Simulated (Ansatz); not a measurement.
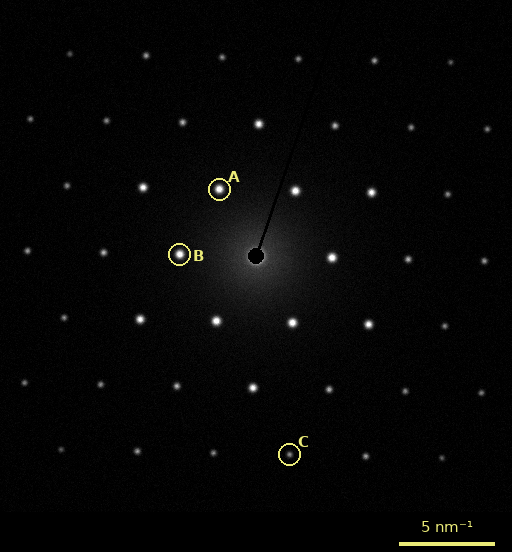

Computed electron diffraction pattern, 300 kV, single scattering only, B = 1 Å². The zone axis points towards the electron source and the pattern is seen from the source side.

MgBe, space group P-6m2 (No. 187), a = 2.88 Å, c = 4.22 Å (hexagonal axes). Structure: the end point of a relaxation with DFT PBEsol, scalar-relativistic, plane waves, PAW (Ansatz); the starting structure was generated, so it need not be a known form of this composition.

```cif
data_structure
_symmetry_space_group_name_H-M 'P-6m2'
_symmetry_Int_Tables_number 187
_cell_length_a 2.8750
_cell_length_b 2.8750
_cell_length_c 4.2241
_cell_angle_alpha 90.000
_cell_angle_beta 90.000
_cell_angle_gamma 120.000
_cell_volume 30.24
loop_
_atom_site_label
_atom_site_type_symbol
_atom_site_symmetry_multiplicity
_atom_site_Wyckoff_symbol
_atom_site_fract_x
_atom_site_fract_y
_atom_site_fract_z
_atom_site_occupancy
Mg1 Mg 1 c 0.33333 0.66667 0.00000 1
Be1 Be 1 f 0.66667 0.33333 0.50000 1
```

Spot A is indexed -1 0 0 and spot B 0 -1 0.

Q: Index the other marked spot.

A: C = −3A + B = 3 -1 0 (d = 0.941 Å).

Q: Give [uvw].

A: The cross product of A and B is parallel to [001]; every spot obeys hu + kv + lw = 0.
